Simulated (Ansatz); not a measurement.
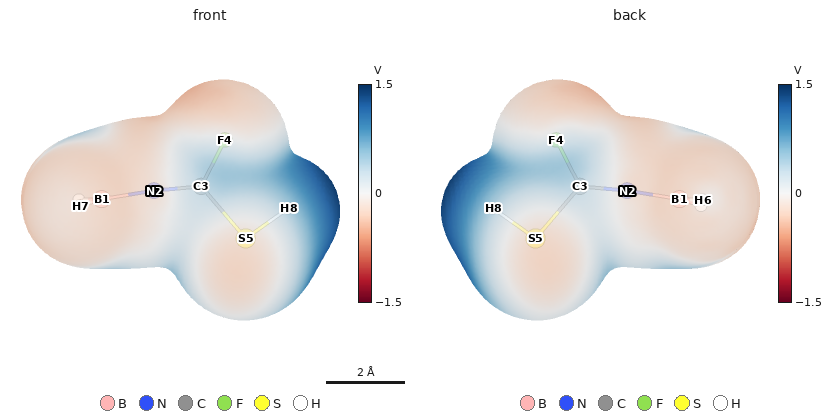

The picture shows: CH₃BFNS. The molecular electrostatic potential painted on the density surface at 0.001 e/bohr³, seen from the front and from behind; the colour scale runs from red (negative) to blue (positive).

Computed with Ansatz 0.2.0, RKS B3LYP-D4/cc-pVDZ.

Input file:

```
crystal:
  periodic: [false, false, false]
  atoms:
    - { symbol: B, position_ang: [-0.2661, 1.5957, 0.017] }
    - { symbol: "N", position_ang: [-0.3742, 0.2197, 0.5273] }
    - { symbol: C, position_ang: [0.3579, -0.719, 0.0818] }
    - { symbol: F, position_ang: [1.3892, -0.4887, -0.8836] }
    - { symbol: S, position_ang: [0.2375, -2.3693, 0.7718] }
    - { symbol: H, position_ang: [-1.0443, 2.4723, 0.4475] }
    - { symbol: H, position_ang: [0.476, 1.9505, -0.8394] }
    - { symbol: H, position_ang: [-0.6838, -2.7183, -0.1784] }
basis:
  gaussian: { orbitals: cc-pVDZ }
hamiltonian:
  xc: b3lyp
  dispersion: d4
relax:
  f_tol: 0.02
  max_steps: 50
output:
  orbitals: {}
```

Launched as:

```sh
ansatz run input.yaml --threads 2 --pin off --max-ram 3072MiB --backend cpu --events-out ev --progress --plain --runs-dir out
```

The fields are those of the run's last geometry, not of the input's.

**Describe the electrostatic potential map.**

The most negative region (about −0.4 V) lies over F4, the most positive (about +1.4 V) over H8.
